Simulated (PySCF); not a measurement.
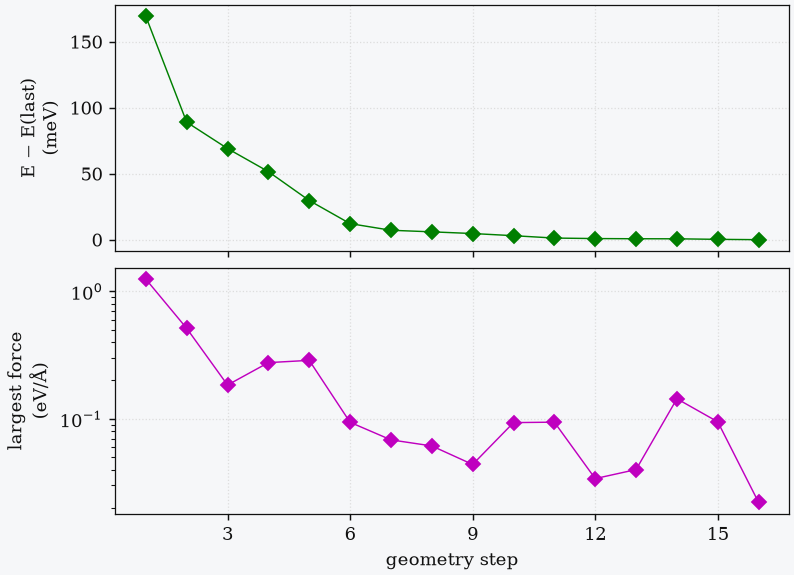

History of a geometry optimisation.

C₂H₄O₃S (SMILES C=CS(=O)(=O)O); PBE0-D3(BJ)/def2-SVP, geometry optimisation (PySCF 2.14.0, density fitting).

How did it end, and what did it gain?

The optimisation met its thresholds at geometry 16, counting the start as the first. The energy fell by about 170 meV from the first step to the last. The largest force goes from about 1.2 eV/Å at the start to 0.022 eV/Å at the end.

By which step was nine tenths of the energy gained?

By step 6 of 16.
